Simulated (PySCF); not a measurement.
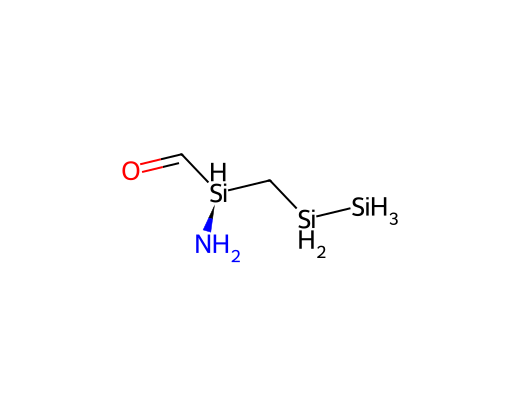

The geometry was computed by an optimisation with GFN2-xTB. No frequency run is at hand to confirm it as a minimum. Method: PBE0/pcSseg-1, gas phase (PySCF 2.14.0).

Give the dipole moment at this level.

Answer. 1.83 D.

Give the HOMO energy (Kohn–Sham orbital) at this level.

Answer. −6.85 eV.

What is the HOMO–LUMO gap?

Answer. 5.49 eV.

The geometry is semi-empirical. Around Si such bond lengths and angles can be off by a tenth of an ångström or more and by several degrees, and values that hang on the shape move with them.
